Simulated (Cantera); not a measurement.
Input: 1 mol PbO, 11 mol N2, equilibrated at 0.00133 bar.

Method: chemical equilibrium by Gibbs-energy minimisation in Cantera with the NASA 1993 tables (ideal gas, pure condensed phases). Candidate condensed phases: Pb, PbO, PbO2, Pb3O4; 12 gas species. Equilibrium is a limit: real reactors are often held back by kinetics, nucleation or transport.

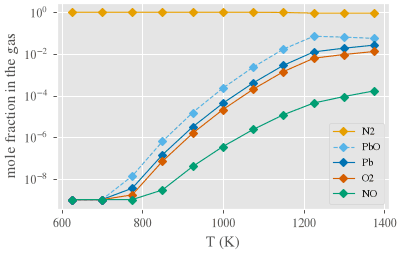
Equilibrium gas composition (values under 1e-9 drawn at 1e-9)

From 625 K to 700 K the condensed part is PbO(red). From 775 K to 1150 K the condensed part is PbO(yellow). From 1225 K to 1375 K nothing is condensed.
